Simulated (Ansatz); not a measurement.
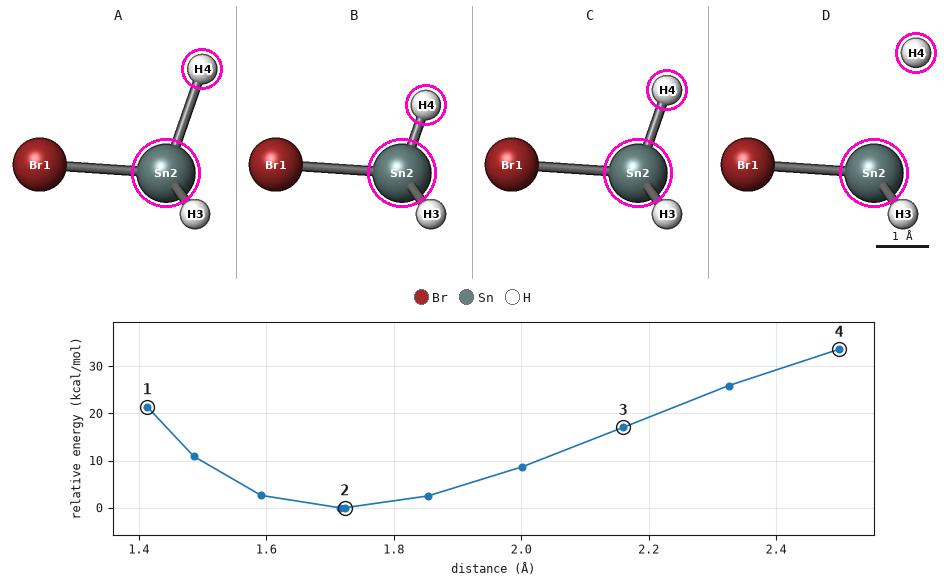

A scan of SnH2Br (multiplicity 2): the Sn2–H4 distance is varied, with the rest of the molecule carried along rigidly. The frames are shuffled; the numbered points of the plot belong to them. Style: ball-and-stick. Shown at a tilt. The ringed atoms are those of the scanned coordinate.

Level of theory: wB97M-V (def2-TZVPP, Ansatz), on geometries moved rigidly from the minimum at PBE0-D4/def2-TZVP. Elements past krypton carry the basis set's effective core potentials. Energies are counted from the PBE0-D4/def2-TZVP minimum geometry at the same level.

Match the frames to the points.

Answer. Point 1 is frame B (the distance 1.413 Å, 21.4 kcal/mol); 2 is frame C (the distance 1.723 Å, 0.0 kcal/mol); 3 is frame A (the distance 2.160 Å, 17.0 kcal/mol); 4 is frame D (the distance 2.499 Å, 33.6 kcal/mol). The lowest computed point lies at the distance 1.716 Å (0.0 kcal/mol). The end points stand at 21.4 kcal/mol (1.413 Å) and 33.6 kcal/mol (2.499 Å). The curvature at the lowest point is about 13 eV/Å² (2.1 mdyn/Å). The well is steeper on the short side, as for any bond.
